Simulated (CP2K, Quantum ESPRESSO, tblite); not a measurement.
# Which run comes nearest? Glassy 69GeO2-31ZnO (mol %) (78 atoms)

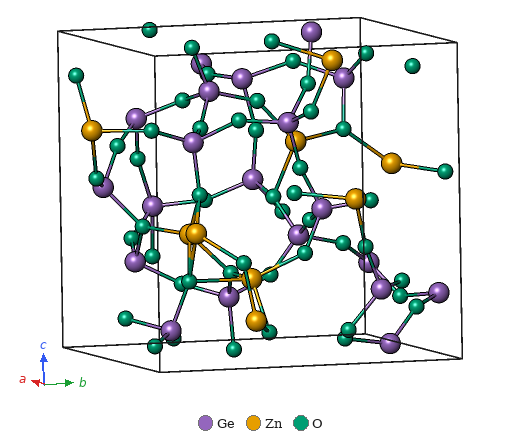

The cell (germanium purple, zinc orange, oxygen teal). Bonds to atoms that aren't drawn are left out. Some periodic images of atoms are drawn too.

Density of this cell: 4.09 g/cm³. The cell holds 78 atoms: 20 Ge, 9 Zn and 49 O. Its edges and angles: a = 10.468 Å, b = 10.468 Å, c = 10.468 Å, α = 90.0°, β = 90.0°, γ = 90.0°. 78 atoms (20 Ge, 9 Zn, 49 O) placed at random at 3.98 g/cm³, melted at 4000 K for 10 ps at fixed volume with the Morse and Coulomb pair potential with partial charges (Pedone, Malavasi, Menziani, Cormack and Segre, J. Phys. Chem. B 110, 11780 (2006)). Quenched from 4000 K to 300 K at 20 K/ps and fixed volume, held 10 ps at zero pressure. Then every atom was moved at random, 0.02 Å r.m.s. a Cartesian component.

Geometry: as built.

The reference, a calculation:

- method: Kohn-Sham DFT, PBE, SSSP efficiency 1.3.0 pseudopotentials, plane waves (Quantum ESPRESSO 7.5); sssp-pbe-1.3.0-efficiency, cutoffs 60/480 Ry, Γ point
- r.m.s. force component: 1.458 eV/Å
- longest force: 5.581 eV/Å
- pressure: 7.195 GPa
- gap (highest filled to lowest empty level): 1.22 eV
- time: 3.7 min on 4 MPI ranks of Arm Neoverse V1, shared host
- CPU time: 15 min

**Question.** The same geometry is run in other programs. How far does each lie from the reference, and what does it cost?
- tblite GFN1-xTB (tblite 0.8.0; 1 thread)
- CP2K PBE, DZVP-MOLOPT-SR, 400/50 Ry, OT CG (CP2K 2026.2; 2 threads)
- CP2K PBE, SZV-MOLOPT-SR, 800/50 Ry, TRS4 filter 1e-04, SCF 1e-05 (CP2K 2026.2; 2 threads)
- CP2K PBE, SZV-MOLOPT-SR, 800/50 Ry, TRS4 filter 1e-07, SCF 1e-07 (CP2K 2026.2; 2 threads)
- CP2K GFN1-xTB, OT DIIS (CP2K 2026.2; 1 thread)
- CP2K PBE, SZV-MOLOPT-SR, 800/50 Ry, TRS4 filter 1e-05, SCF 1e-06 (CP2K 2026.2; 2 threads)
- CP2K PBE, SZV-MOLOPT-SR, 800/50 Ry, OT CG (CP2K 2026.2; 2 threads)
- CP2K PBE, DZVP-MOLOPT-SR, 800/50 Ry, OT CG (CP2K 2026.2; 4 MPI ranks)
- CP2K PBE, DZVP-MOLOPT-SR, 280/50 Ry, OT CG (CP2K 2026.2; 2 threads)
- CP2K PBE+D3(BJ), DZVP-MOLOPT-SR, 800/50 Ry, OT CG (CP2K 2026.2; 4 MPI ranks)

Differences are against the plane-wave reference, forces as r.m.s. over components; share is that over the reference's r.m.s. force, slope the least-squares factor from reference forces to these. Total energies of different programs have different zeros and aren't compared.

```csv
run,"Δ force, r.m.s. (meV/Å)",share (%),slope,Δ pressure (GPa),Δ gap (eV),cores,CPU time,memory (GiB)
reference,-,-,-,-,-,4,15 min,3.7
tblite GFN1-xTB,810,55.5,0.526,-2.64,-,1,4.8 s,0.12
"CP2K PBE, DZVP-MOLOPT-SR, 400/50 Ry, OT CG (coarse)",210,14.4,0.966,1.17,-0.115,2,8.4 min,1.1
"CP2K PBE, SZV-MOLOPT-SR, 800/50 Ry, TRS4 filter 1e-04, SCF 1e-05 (coarse)",558,38.3,1.240,9.22,-,2,66 s,2.2
"CP2K PBE, SZV-MOLOPT-SR, 800/50 Ry, TRS4 filter 1e-07, SCF 1e-07 (coarse)",536,36.8,1.239,9.34,-,2,2.1 min,2.2
"CP2K GFN1-xTB, OT DIIS",681,46.7,0.631,-8.18,-,1,9 s,0.45
"CP2K PBE, SZV-MOLOPT-SR, 800/50 Ry, TRS4 filter 1e-05, SCF 1e-06 (coarse)",534,36.6,1.241,9.39,-,2,97 s,2.2
"CP2K PBE, SZV-MOLOPT-SR, 800/50 Ry, OT CG (coarse)",536,36.7,1.240,9.35,-0.498,2,9 min,2.2
"CP2K PBE, DZVP-MOLOPT-SR, 800/50 Ry, OT CG",101,6.95,0.973,0.843,-0.111,4,12 min,4.1
"CP2K PBE, DZVP-MOLOPT-SR, 280/50 Ry, OT CG (coarse)",627,43.0,0.991,1.42,-0.123,2,7.5 min,0.93
"CP2K PBE+D3(BJ), DZVP-MOLOPT-SR, 800/50 Ry, OT CG",103,7.04,0.973,-0.773,-0.111,4,12 min,4.1
```

Rows marked coarse were listed beforehand as settings not expected to be converged; some can still land near the reference.

CPU time is summed over cores on a shared host, where runs went side by side, so it is rough. Symmetry, cutoffs, thresholds, outputs and thread counts weren't matched or tuned between programs; memory under MPI is the largest rank's times the ranks.

The PBE run in local orbitals, coarse settings apart, differs by 6.9 % (CP2K PBE, DZVP-MOLOPT-SR, 800/50 Ry, OT CG); basis, grid and potentials can all enter. Tight binding differs by 47 % (CP2K GFN1-xTB, OT DIIS) to 56 % (tblite GFN1-xTB); it is another model, with fitted parameters of its own, and the xTB methods hold dispersion. Rows with another functional or a dispersion term differ by 7.0 % (CP2K PBE+D3(BJ), DZVP-MOLOPT-SR, 800/50 Ry, OT CG), which mixes the change of model with differences of basis and potentials. CP2K PBE, SZV-MOLOPT-SR, 800/50 Ry, OT CG needed 78 SCF steps, so its time overstates the method's usual cost. Periodic xTB results under one method name differ between programs and library versions. The network of bonds at the start is that of the classical potential that made the cell, and needn't be the one that DFT or experiment would give. The electronic-structure runs sample only Γ, in a cell whose shortest periodic width is 10 Å.

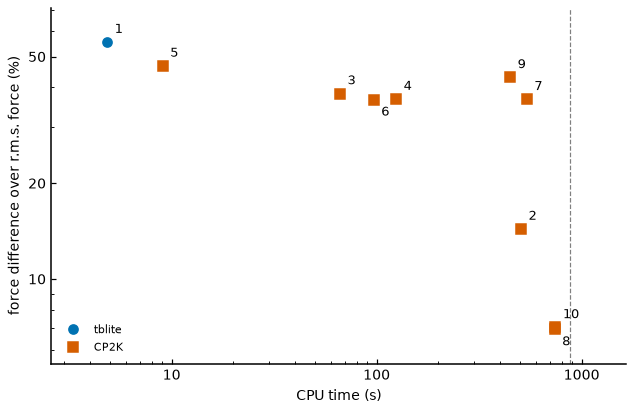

Force difference against CPU time; the dashed line marks the reference's time. Points: 1 tblite GFN1-xTB; 2 CP2K PBE, DZVP-MOLOPT-SR, 400/50 Ry, OT CG; 3 CP2K PBE, SZV-MOLOPT-SR, 800/50 Ry, TRS4 filter 1e-04, SCF 1e-05; 4 CP2K PBE, SZV-MOLOPT-SR, 800/50 Ry, TRS4 filter 1e-07, SCF 1e-07; 5 CP2K GFN1-xTB, OT DIIS; 6 CP2K PBE, SZV-MOLOPT-SR, 800/50 Ry, TRS4 filter 1e-05, SCF 1e-06; 7 CP2K PBE, SZV-MOLOPT-SR, 800/50 Ry, OT CG; 8 CP2K PBE, DZVP-MOLOPT-SR, 800/50 Ry, OT CG; 9 CP2K PBE, DZVP-MOLOPT-SR, 280/50 Ry, OT CG; 10 CP2K PBE+D3(BJ), DZVP-MOLOPT-SR, 800/50 Ry, OT CG.

[Logs are printed without paths, hosts, clocks, repeated set-up lines and the standing remarks that a program may print on its own settings, such as how far it seeks lower states.]

[Hosts, paths, dates, database ids (printed as entryN), source tags and the programs' standing remarks are cut or masked in the printed files.]
